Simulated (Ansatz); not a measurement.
Start from Cs in the bcc (W type) structure (space group Im-3m, No. 229; a = 6.007 Å; relaxed with 0.1 eV smearing).

Structures relaxed with PBEsol (Ansatz, an electronic-structure program), no spin-orbit coupling.

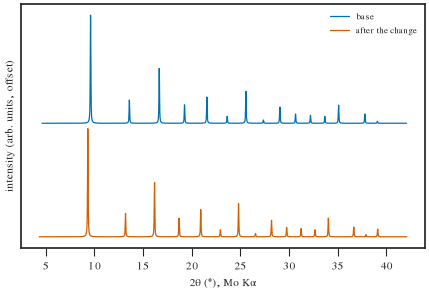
Fig. 1. Simulated powder patterns before (top) and after one change

### Question
Which of these changes matches the shifts?
A) isotropic strain +3.00 %
B) isotropic strain −0.50 %
C) isotropic strain +1.50 %

### Answer
A, isotropic strain +3.00 %. Its volume per atom is 118.44 Å³ against 108.39 Å³, and its space group is Im-3m (No. 229).

Stability against distortions was not tested.
